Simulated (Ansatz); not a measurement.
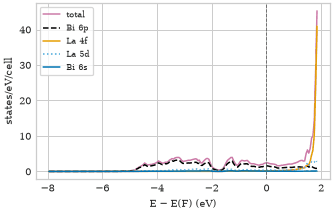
Fig. 1. Total and projected density of states of LaBi$_{3}$ (Cu3Au type, Pm-3m), r²SCAN in the plane-wave PAW code Ansatz

Task: Which orbitals carry the states next to the Fermi level?

Result: Within 0.5 eV of the Fermi level: Bi 6p 65 %, La 5d 19 %, La 4f 9 %. Projections are on Löwdin-orthogonalised atomic valence shells; empty p or d shells of many metals are not among them.

Task: Where is the tallest occupied peak in this window, and what makes it?

Result: Near -1.2 eV, about 4.0 states/eV per cell; the largest projected share is Bi 6p.

The workflow started from a Materials Project entry (that database holds measured and hypothetical structures alike); the Crystallography Open Database copy checked does not list it. With La and Bi taken as one species the cell has the higher symmetry Fm-3m, so it may be an ordered model of a mixed-site phase. Whether it is the stable phase at ambient conditions was not checked. Symmetry was held in the r²SCAN relaxation; whether a distortion lowers the energy is not shown. Scalar-relativistic: spin–orbit coupling is off unless named, which matters more the heavier the elements.

Potentials: the later of the program's two PAW sets.
